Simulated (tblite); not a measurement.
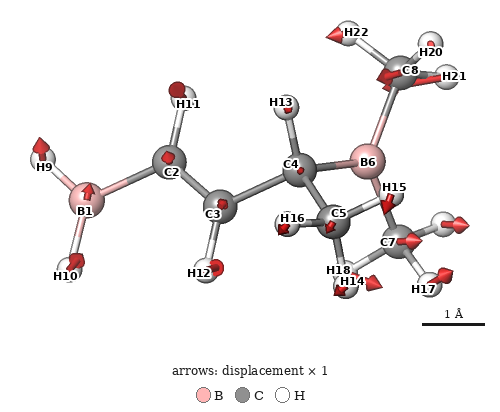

A relaxation of C6H14B2. The starting structure is drawn; red arrows show the displacements, at their true length. The two geometries are superimposed by the best rigid fit.

A ball-and-stick model, seen from a free direction.

Computed with tblite 0.8.0, GFN2-xTB geometry optimisation, gas phase. 

**Atoms of which element are displaced furthest, and by how much?**

Hydrogen: up to 1.23 Å, against 0.55 Å for carbon.

**What happened in the run?**

The energy falls by 0.244 eV in 239 geometry steps. The largest move after the best rigid fit is that of an H atom, 1.23 Å. By element the largest moves are H 1.23 Å, C 0.55 Å, B 0.29 Å. Near-neighbour distances that change, for instance: B–C 1.574 → 1.530 Å, C–H 1.115 → 1.088 Å, B–C 1.599 → 1.575 Å, C–C 1.512 → 1.494 Å. Bond angles that change, for instance: C–C–B 111.5° → 102.2°, C–C–C 120.8° → 126.2°, C–C–B 110.9° → 115.8°. Groups turn about B–C by about 45°, B–C by about 30°, C–C by about 20°.
